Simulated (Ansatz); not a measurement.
# AgBr2, charge +1: a pair, distance and slip

A grid of calculations on AgBr2, charge +1, to see where the energy is lowest and how it rises around there.

Computed with Ansatz 0.2.0. Level: RKS B3LYP-D4/def2-SVPD.

**1. The system as given**

3 atoms, charge 1, spin multiplicity 1.

Atoms are counted from 1 here; the program's logs count them from 0.

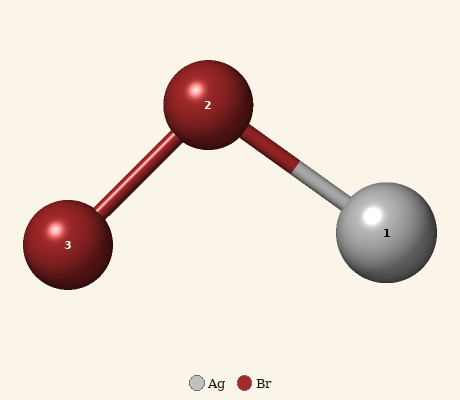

The starting geometry (silver light grey, bromine red); atoms are numbered from 1 in the order of the file.

Geometry (Å):

```xyz
3
AgBr2
Ag    0.8932    0.0263   -1.8019
Br   -1.0613   -0.0313   -0.0960
Br    0.1680    0.0049    1.8979
```

**2. Relaxing the molecule**

The input, input.yaml:

```yaml
crystal:
  periodic: [false, false, false]
  atoms:
    - { symbol: Ag, position_ang: [0.89321, 0.026343, -1.801861] }
    - { symbol: Br, position_ang: [-1.061251, -0.031253, -0.096049] }
    - { symbol: Br, position_ang: [0.16804, 0.00491, 1.89791] }
total_charge: 1
basis:
  gaussian: { orbitals: def2-SVPD }
hamiltonian:
  xc: { name: B3LYP }
  dispersion: d4
output:
  forces: true
relax:
  f_tol: 0.003
  max_steps: 120
```

Run with:

```sh
$ ansatz run input.yaml --threads 1 --pin off --max-ram 2560MiB --backend cpu --events-out ev --progress --plain --runs-dir out
```

Output, shortened:

```text
Warning: RAYON_NUM_THREADS=1 ignored (pool sized by the plan → 1); use --threads N
[...]
Functional definition: B3LYP
[...]
1218 factors; integrals over basis functions are off by at most 2.1e-4 eV
[...]
mean field -144069.95571774 eV, -5294.4732185036 hartree, gradient 1.7e-5 eV, S^2 0.000000; 0 other end points of the search recorded, 0 dependent functions left out
[...]
reference -144069.95599021 eV, -5294.4732285165 hartree; 44, 44 occupied and 72, 72 virtual orbitals, 1218 factors
relax step   1: F+E_penalty+E_count = -144070.13138020 eV  Δ(F+E_penalty+E_count) = +0.000e0 eV  max|allowed force component| = 1.970e-1 eV/Å  Δτ_max = 0.0000 Å  (30 SCF iters, accepted)
[...]
relax step   4: F+E_penalty+E_count = -144070.13664708 eV  Δ(F+E_penalty+E_count) = -1.176e-5 eV  max|allowed force component| = 7.837e-3 eV/Å  Δτ_max = 0.0060 Å  (27 SCF iters, accepted)
[...]
relax step   5: F+E_penalty+E_count = -144070.13665866 eV  Δ(F+E_penalty+E_count) = -1.158e-5 eV  max|allowed force component| = 2.091e-4 eV/Å  Δτ_max = 0.0023 Å  (24 SCF iters, accepted)
1218 factors; integrals over basis functions are off by at most 2.1e-4 eV
[...]
mean field -144069.96164295 eV, -5294.4734362510 hartree, gradient 6.3e-5 eV, S^2 0.000000; 1 other end points of the search recorded, 0 dependent functions left out
[...]
reference -144069.96191517 eV, -5294.4734462548 hartree; 44, 44 occupied and 72, 72 virtual orbitals, 1218 factors
Total energy: -144070.13693087 eV, -5294.4798779633 hartree
Atom 0 at     0.912740     0.026919    -1.817314 Å, force    -0.000049    -0.000001    -0.000159 eV/Å
Atom 1 at    -1.083697    -0.031914    -0.083172 Å, force     0.000209     0.000006     0.000105 eV/Å
Atom 2 at     0.170956     0.004996     1.900486 Å, force    -0.000160    -0.000005     0.000053 eV/Å
Dipole moment:     0.451975     0.013328    -0.820838 e Å
```

It took 49 s on 1 thread of Arm Neoverse V1, shared host; peak memory 0.31 GiB.

The steps of the relaxation:

| step | energy from step 1 (eV) | largest force component (eV/Å) |
| --- | --- | --- |
| 1 | 0.0000 | 0.1970 |
| 2 | -0.0044 | 0.0657 |
| 3 | -0.0053 | 0.0082 |
| 4 | -0.0053 | 0.0078 |
| 5 | -0.0053 | 0.0002 |

Bonds that changed most:

| bond | before (Å) | after (Å) | change (Å) |
| --- | --- | --- | --- |
| Ag1–Br2 | 2.595 | 2.645 | +0.050 |
| Br2–Br3 | 2.343 | 2.347 | +0.005 |

**3. Reference: Br₂ by itself**

The input, input.yaml:

```yaml
crystal:
  periodic: [false, false, false]
  atoms:
    - { symbol: Br, position_ang: [-1.083697, -0.031914, -0.083172] }
    - { symbol: Br, position_ang: [0.170956, 0.004996, 1.900486] }
basis:
  gaussian: { orbitals: def2-SVPD }
hamiltonian:
  xc: { name: B3LYP }
  dispersion: d4
output:
  forces: true
```

Run with:

```sh
$ ansatz run input.yaml --threads 1 --pin off --max-ram 2560MiB --backend cpu --events-out ev --progress --plain --runs-dir out
```

Output, shortened:

```text
Warning: RAYON_NUM_THREADS=1 ignored (pool sized by the plan → 1); use --threads N
[...]
[... 1 set-up line as earlier in the session ...]
[...]
786 factors; integrals over basis functions are off by at most 8.6e-4 eV
[...]
mean field -140077.02404273 eV, -5147.7356859534 hartree, gradient 2.2e-5 eV, S^2 0.000000; 0 other end points of the search recorded, 0 dependent functions left out
[...]
reference -140077.02425453 eV, -5147.7356937366 hartree; 35, 35 occupied and 47, 47 virtual orbitals, 786 factors
Total energy: -140077.09166367 eV, -5147.7381709769 hartree
Atom 0 at    -1.083697    -0.031914    -0.083172 Å, force     0.085692     0.002521     0.135482 eV/Å
Atom 1 at     0.170956     0.004996     1.900486 Å, force    -0.085692    -0.002521    -0.135482 eV/Å
Dipole moment:    -0.000000    -0.000000    -0.000000 e Å
```

Wall time 2.3 s (1 thread of Arm Neoverse V1, shared host); peak memory 0.15 GiB.

**4. The part Ag+ alone**

The input, input.yaml:

```yaml
crystal:
  periodic: [false, false, false]
  atoms:
    - { symbol: Ag, position_ang: [0.91274, 0.026919, -1.817314] }
total_charge: 1
basis:
  gaussian: { orbitals: def2-SVPD }
hamiltonian:
  xc: { name: B3LYP }
```

Run with:

```sh
$ ansatz run input.yaml --threads 1 --pin off --max-ram 2560MiB --backend cpu --events-out ev --progress --plain --runs-dir out
```

Output:

```text
Warning: RAYON_NUM_THREADS=1 ignored (pool sized by the plan → 1); use --threads N
Engine: ansatz 0.2.0, aarch64-unknown-linux-gnu
[... 1 set-up line as earlier in the session ...]
  parameter a0 = 0.2
  parameter ax = 0.72
  parameter ac = 0.81
  exchange = (1 - a0 - ax)*slater_x + ax*b88_x + a0*exact_x
  correlation = (1 - ac)*vwn_rpa_c + ac*lyp_c
332 factors; their error is unknown
mean field evaluation 1: about -3985.3282 eV, gradient 5.2e1 eV
mean field evaluation 2: about -3981.0433 eV, gradient 8.0e1 eV
mean field evaluation 4: about -3991.8549 eV, gradient 4.0e-1 eV
mean field evaluation 8: about -3991.9406 eV, gradient 1.6e-4 eV
mean field -3991.94059900 eV, -146.7011111787 hartree, gradient 3.2e-5 eV, S^2 0.000000; 0 other end points of the search recorded, 0 dependent functions left out
reference -3991.94070518 eV, -146.7011150806 hartree; 9, 9 occupied and 25, 25 virtual orbitals, 332 factors
Total energy: -3991.94070518 eV, -146.7011150806 hartree
```

It took 0.53 s on 1 thread of Arm Neoverse V1, shared host; peak memory 0.071 GiB.

**5. Plan of the scan**

- separation of Br2 and Ag1 along their line in the relaxed pair: 9 values from 2.222 to 4.822 Å
- sideways slip of Ag1: 9 values from −2.20 to 2.20 Å

Nothing else is relaxed (both partners rigid). Energies count from the ion and the molecule far apart, frozen as in the relaxed pair, each in its own basis (no counterpoise correction). Points are written as (first, second).

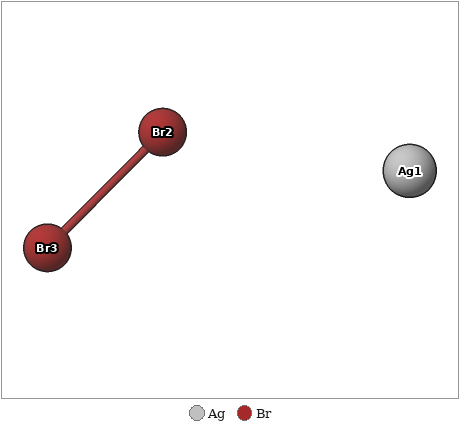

The geometry at (3.207 Å, 1.65 Å).

Of the runs on the grid, 3 are shown in the steps below; the others differ only in the two coordinates.

**6. The run at (3.207 Å, 1.65 Å)**

The input, input.yaml:

```yaml
crystal:
  periodic: [false, false, false]
  atoms:
    - { symbol: Ag, position_ang: [0.255571, 0.007597, -3.431626] }
    - { symbol: Br, position_ang: [-1.083697, -0.031914, -0.083172] }
    - { symbol: Br, position_ang: [0.170956, 0.004996, 1.900486] }
total_charge: 1
basis:
  gaussian: { orbitals: def2-SVPD }
hamiltonian:
  xc: { name: B3LYP }
  dispersion: d4
output:
  forces: true
```

Run with:

```sh
$ ansatz run input.yaml --threads 1 --pin off --max-ram 2560MiB --backend cpu --events-out ev --progress --plain --runs-dir out
```

Output, shortened:

```text
Warning: RAYON_NUM_THREADS=1 ignored (pool sized by the plan → 1); use --threads N
[...]
[... 1 set-up line as earlier in the session ...]
[...]
1120 factors; integrals over basis functions are off by at most 7.2e-4 eV
[...]
mean field -144069.37823810 eV, -5294.4519965182 hartree, gradient 1.2e-5 eV, S^2 0.000000; 0 other end points of the search recorded, 0 dependent functions left out
[...]
reference -144069.37852545 eV, -5294.4520070781 hartree; 44, 44 occupied and 72, 72 virtual orbitals, 1120 factors
Total energy: -144069.52045057 eV, -5294.4572227301 hartree
Atom 0 at     0.255571     0.007597    -3.431626 Å, force    -0.087166    -0.002577     0.485555 eV/Å
Atom 1 at    -1.083697    -0.031914    -0.083172 Å, force     0.113315     0.003340    -0.158542 eV/Å
Atom 2 at     0.170956     0.004996     1.900486 Å, force    -0.026149    -0.000763    -0.327014 eV/Å
Dipole moment:     0.338153     0.009995    -1.761556 e Å
```

Run time: 7.1 s. Hardware: 1 thread of Arm Neoverse V1, shared host; peak memory 0.27 GiB.

That is −47 kJ/mol from the zero.

**7. The run at (2.222 Å, −2.20 Å)**

input.yaml: that of step 6 with these lines changed.

```diff
@@ -3,3 +3,3 @@
   atoms:
-    - { symbol: Ag, position_ang: [0.255571, 0.007597, -3.431626] }
+    - { symbol: Ag, position_ang: [2.035124, 0.059934, 0.121285] }
     - { symbol: Br, position_ang: [-1.083697, -0.031914, -0.083172] }
```

Run with:

```sh
$ ansatz run input.yaml --threads 1 --pin off --max-ram 2560MiB --backend cpu --events-out ev --progress --plain --runs-dir out
```

Output, shortened:

```text
Warning: RAYON_NUM_THREADS=1 ignored (pool sized by the plan → 1); use --threads N
[...]
[... 1 set-up line as earlier in the session ...]
[...]
1120 factors; integrals over basis functions are off by at most 6.6e-4 eV
[...]
mean field -144069.86956278 eV, -5294.4700523674 hartree, gradient 3.0e-5 eV, S^2 0.000000; 0 other end points of the search recorded, 0 dependent functions left out
[...]
reference -144069.86983565 eV, -5294.4700623951 hartree; 44, 44 occupied and 72, 72 virtual orbitals, 1120 factors
Total energy: -144070.05731773 eV, -5294.4769522344 hartree
Atom 0 at     2.035124     0.059934     0.121285 Å, force     0.480639     0.014161    -0.282241 eV/Å
Atom 1 at    -1.083697    -0.031914    -0.083172 Å, force    -0.312204    -0.009190    -0.231375 eV/Å
Atom 2 at     0.170956     0.004996     1.900486 Å, force    -0.168435    -0.004971     0.513615 eV/Å
Dipole moment:     0.706385     0.020809    -0.237539 e Å
```

Wall time 7.8 s (1 thread of Arm Neoverse V1, shared host); peak memory 0.28 GiB.

On the map this point reads −99 kJ/mol.

**8. Grid point (2.595 Å, 0.00 Å)**

input.yaml: that of step 7 with these lines changed.

```diff
@@ -3,3 +3,3 @@
   atoms:
-    - { symbol: Ag, position_ang: [2.035124, 0.059934, 0.121285] }
+    - { symbol: Ag, position_ang: [0.874937, 0.025804, -1.784478] }
     - { symbol: Br, position_ang: [-1.083697, -0.031914, -0.083172] }
```

Run with:

```sh
$ ansatz run input.yaml --threads 1 --pin off --max-ram 2560MiB --backend cpu --events-out ev --progress --plain --runs-dir out
```

Output, shortened:

```text
Warning: RAYON_NUM_THREADS=1 ignored (pool sized by the plan → 1); use --threads N
[...]
[... 1 set-up line as earlier in the session ...]
[...]
1120 factors; integrals over basis functions are off by at most 6.8e-4 eV
[...]
mean field -144069.95544372 eV, -5294.4732084336 hartree, gradient 9.2e-6 eV, S^2 0.000000; 0 other end points of the search recorded, 0 dependent functions left out
[...]
reference -144069.95571605 eV, -5294.4732184414 hartree; 44, 44 occupied and 72, 72 virtual orbitals, 1120 factors
Total energy: -144070.13183018 eV, -5294.4796905165 hartree
Atom 0 at     0.874937     0.025804    -1.784478 Å, force     0.156014     0.004598    -0.141298 eV/Å
Atom 1 at    -1.083697    -0.031914    -0.083172 Å, force    -0.161330    -0.004754     0.123866 eV/Å
Atom 2 at     0.170956     0.004996     1.900486 Å, force     0.005315     0.000156     0.017431 eV/Å
Dipole moment:     0.433959     0.012797    -0.795764 e Å
```

Run time: 7.8 s. Hardware: 1 thread of Arm Neoverse V1, shared host; peak memory 0.28 GiB.

Energy on the map's scale: −106 kJ/mol.

**9. The map**

81 points were computed. Energies in kJ/mol, from the ion and the molecule far apart, frozen as in the relaxed pair, each in its own basis (no counterpoise correction):

```
sideways slip of Ag1 (Å) ↓, separation of Br2 and Ag1 along their line in the relaxed pair (Å) →  2.222  2.363  2.595  2.880  3.207  3.568  3.960  4.379  4.822
                                                                                            2.20    −55    −52    −47    −39    −32    −24    −18    −14    −11
                                                                                            1.65    −78    −77    −71    −60    −47    −35    −25    −18    −13
                                                                                            1.10    −86    −93    −92    −80    −63    −46    −32    −22    −15
                                                                                            0.55    −64    −92   −104    −94    −76    −55    −38    −25    −17
                                                                                            0.00    −43    −84   −106   −100    −81    −58    −40    −27    −18
                                                                                           −0.55    −58    −89   −104    −96    −78    −56    −39    −26    −18
                                                                                           −1.10    −84    −97   −100    −89    −70    −51    −35    −24    −16
                                                                                           −1.65    −95   −100    −95    −82    −63    −45    −31    −21    −15
                                                                                           −2.20    −99   −102    −95    −80    −60    −43    −29    −20    −14
```

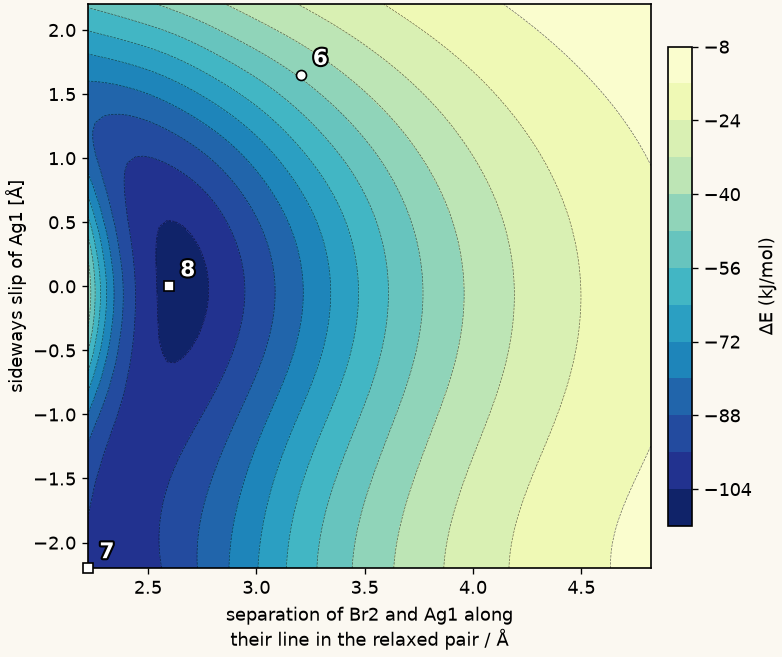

The map; numbers mark the steps of this session that print a point's run. Drawn: filled contours.

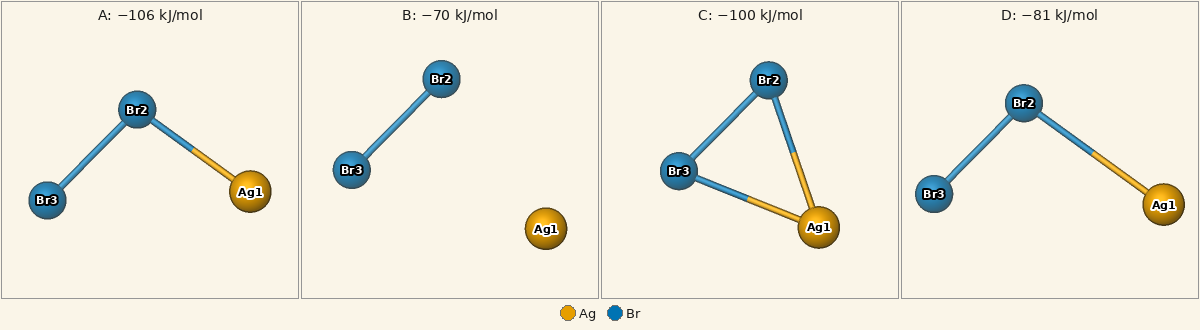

Structures on the grid, at one scale: A at (2.595 Å, 0.00 Å); B at (3.207 Å, −1.10 Å); C at (2.363 Å, −1.65 Å); D at (3.207 Å, 0.00 Å).

On the same grid, largest force on an atom (eV/Å):

```
sideways slip of Ag1 (Å) ↓, separation of Br2 and Ag1 along their line in the relaxed pair (Å) →  2.222  2.363  2.595  2.880  3.207  3.568  3.960  4.379  4.822
                                                                                            2.20   0.51   0.53   0.50   0.44   0.35   0.32   0.31   0.30   0.29
                                                                                            1.65   0.40   0.47   0.55   0.59   0.49   0.37   0.30   0.29   0.28
                                                                                            1.10   1.20   0.53   0.45   0.60   0.61   0.47   0.33   0.27   0.27
                                                                                            0.55   3.10   1.45   0.17   0.54   0.67   0.55   0.38   0.26   0.25
                                                                                            0.00   4.32   2.02   0.21   0.51   0.68   0.57   0.40   0.30   0.25
                                                                                           −0.55   3.30   1.52   0.19   0.54   0.68   0.56   0.41   0.30   0.24
                                                                                           −1.10   1.51   0.63   0.32   0.49   0.63   0.50   0.35   0.26   0.23
                                                                                           −1.65   0.76   0.41   0.43   0.59   0.59   0.45   0.31   0.20   0.19
                                                                                           −2.20   0.56   0.27   0.47   0.65   0.57   0.43   0.29   0.20   0.20
```

**10. Results**

```
                       quantity                                                                             value
                   lowest point                                                    (2.595 Å, 0.00 Å), −106 kJ/mol
         highest computed point                                     (4.822 Å, 2.20 Å), 96 kJ/mol above the lowest
largest force on an atom (eV/Å)  0.17 at (2.595 Å, 0.55 Å) to 4.32 at (2.222 Å, 0.00 Å); 0.21 at the lowest point
        time for the whole task                                                   16 min on 1 thread, shared host
```

The lowest computed point is at (2.595 Å, 0.00 Å), −106 kJ/mol from the ion and the molecule far apart, frozen as in the relaxed pair, each in its own basis (no counterpoise correction). The grid is coarse, so the true minimum lies between grid points and may sit elsewhere than the lowest one. No other kind of well shows on this grid. The highest computed point, (4.822 Å, 2.20 Å), lies 96 kJ/mol above the lowest. Round the minimum the two coordinates are nearly uncoupled. Without a counterpoise correction the wells come out somewhat too deep.
